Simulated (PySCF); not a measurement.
# UB2PLYP/STO-3G run of SiH2F (SMILES F[SiH2])

Aim: the energy change on altering one bond length of SiH2F at UB2PLYP/STO-3G, from 2 runs. 

The results are computed with PySCF 2.14.0.

8 further runs of the same task are left out: 8 set aside as unsound or not needed.

### Step 1. Starting point

SiH2F has 4 atoms, charge 0, and is taken as a doublet. SMILES: `F[SiH2]`. The coordinates come from a GFN2-xTB relaxation.

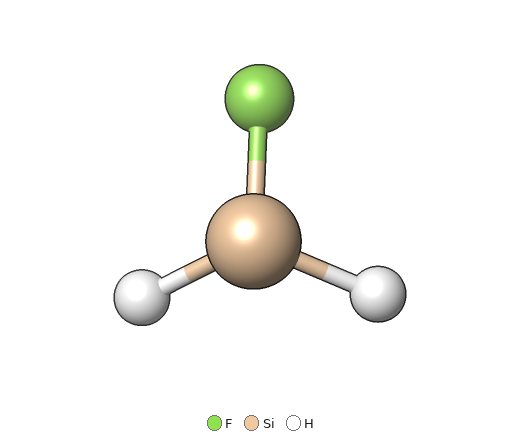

The structure, seen from a chosen angle (fluorine green, silicon light orange, hydrogen white).

### Step 2. A single-point energy at UB2PLYP/STO-3G

The input, input.py:

```python
from pyscf import gto, dft, mp

mol = gto.M(
    atom=[
    ('F', (1.205590, 0.647540, -0.425510)),
    ('Si', (-0.122150, -0.264920, -0.246870)),
    ('H', (-1.219930, 0.678520, -0.261640)),
    ('H', (0.136490, -1.061140, 0.934020)),
],
    basis='sto-3g',
    max_memory=1860,
    verbose=3,
    spin=1,
)

ks = dft.UKS(mol)
ks.xc = '0.53*HF + 0.47*B88, 0.73*LYP'
ks.conv_tol = 1e-10
ks.grids.level = 5
ks.kernel()
if not ks.converged:
    ks = ks.newton().run(ks.mo_coeff, ks.mo_occ)

pt = mp.MP2(ks, frozen=6).run()
e_final = ks.e_tot + 0.27 * pt.e_corr
print('PT2 part  %.8f' % (0.27 * pt.e_corr))
print(f'total energy: {e_final:.8f} hartree')
```

On the command line:

```
OMP_NUM_THREADS=1 python input.py
```

The program printed:

```text
converged SCF energy = -385.385018314914  <S^2> = 0.75109834  2S+1 = 2.001098
E(UMP2) = -385.452749027017  E_corr = -0.0677307121026776
E(SCS-UMP2) = -385.457954081754  E_corr = -0.0729357668396751
PT2 part  -0.01828729
total energy: -385.40330561 hartree
```

Wall time 3.6 s (1 thread of Arm Neoverse V2, shared host); peak memory 0.19 GiB.

### Step 3. The distorted shape at the same level

The input, run.py:

```python
from pyscf import gto, dft, mp

molecule = gto.Mole()
molecule.atom = [
    ('F', (2.522909, -0.484573, -0.407786)),
    ('Si', (1.195169, -1.397033, -0.229146)),
    ('H', (-1.219930, 0.678520, -0.261640)),
    ('H', (1.453809, -2.193253, 0.951744)),
]
molecule.max_memory = 1860
molecule.spin = 1
molecule.verbose = 3
molecule.basis = 'sto-3g'
molecule.build()

calc0 = dft.UKS(molecule)
calc0.xc = '0.53*HF + 0.47*B88, 0.73*LYP'
calc0.grids.level = 5
calc0.conv_tol = 1e-10
calc0.kernel()
if not calc0.converged:
    calc0 = calc0.newton().run(calc0.mo_coeff, calc0.mo_occ)

pt = mp.MP2(calc0, frozen=6).run()
etot = calc0.e_tot + 0.27 * pt.e_corr
print('PT2 part  %.8f' % (0.27 * pt.e_corr))
print('E = %.10f Eh' % etot)
```

On the command line:

```
OMP_NUM_THREADS=1 python run.py
```

The program printed:

```text
converged SCF energy = -385.258354585851  <S^2> = 0.75747202  2S+1 = 2.0074581
E(UMP2) = -385.340851768287  E_corr = -0.0824971824364436
E(SCS-UMP2) = -385.344918560825  E_corr = -0.0865639749740618
PT2 part  -0.02227424
E = -385.2806288251 Eh
```

It took 3.9 s on 1 thread of Arm Neoverse V2, shared host; peak memory 0.19 GiB.

### Step 4. What came out

Level: UB2PLYP/STO-3G, 6 core orbitals frozen.

| quantity | value |
| --- | --- |
| first shape: total energy | -385.40331 Eh |
| first shape: dipole moment (SCF part) | 1.06 D |
| first shape: HOMO energy (SCF part's orbitals) (highest over α and β) | -3.94 eV |
| first shape: LUMO energy (SCF part's orbitals) (lowest over α and β) | 3.18 eV |
| first shape: ⟨S²⟩ | 0.751 |
| distorted shape: total energy | -385.28063 Eh |
| distorted shape: dipole moment (SCF part) | 0.32 D |
| distorted shape: HOMO energy (SCF part's orbitals) (highest over α and β) | -3.99 eV |
| distorted shape: LUMO energy (SCF part's orbitals) (lowest over α and β) | 3.47 eV |
| distorted shape: ⟨S²⟩ | 0.757 |
| energy change with the Si2–H3 bond stretched from 1.448 to 3.185 Å | 3.338 eV |

**Reading.** With the Si2–H3 bond stretched from 1.448 to 3.185 Å the energy rises by 3.34 eV (322 kJ/mol). The first shape isn't relaxed at this level, so the change isn't measured from a minimum. The minimal basis adds a large error of its own.
